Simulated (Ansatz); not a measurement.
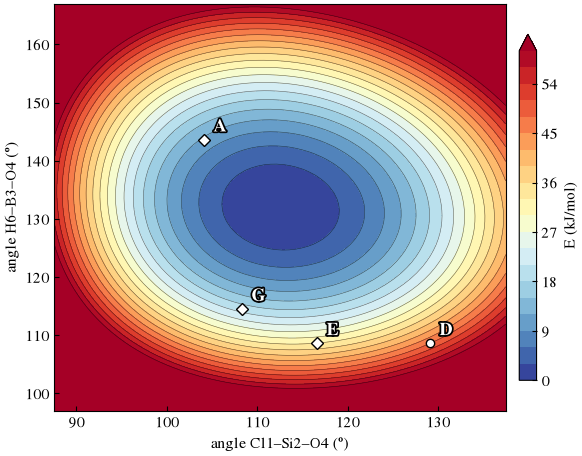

BClH₂OSi, SMILES Cl[SiH]1BO1. The first coordinate is: angle Cl1–Si2–O4; the second: angle H6–B3–O4. Nothing is relaxed (all other coordinates rigid). The grid has 13 × 13 points. Points are written as (first, second). All energies are given in kJ/mol relative to the lowest grid point. Level of theory: RKS wB97X-V/def2-SVP in Ansatz 0.2.0.

In the figure: filled contours, one colour for all values above the top of the scale, lettered points. Between grid points the surface is interpolated.

Q: Is G the lowest point of the computed grid?

A: No. G lies 20 kJ/mol above the lowest grid point, which is at (112.5°, 132.0°).

Q: What kind of point is each of A, D, E, G: minimum, saddle, maximum or slope?

A: A: on a slope; D: on a slope; E: on a slope; G: on a slope. (In these two coordinates alone; a stationary point may lie a little off the grid point.)

Q: Rank the lettered points by energy, lowest first.

A: A (11 kJ/mol), G (20 kJ/mol), E (33 kJ/mol), D (48 kJ/mol).
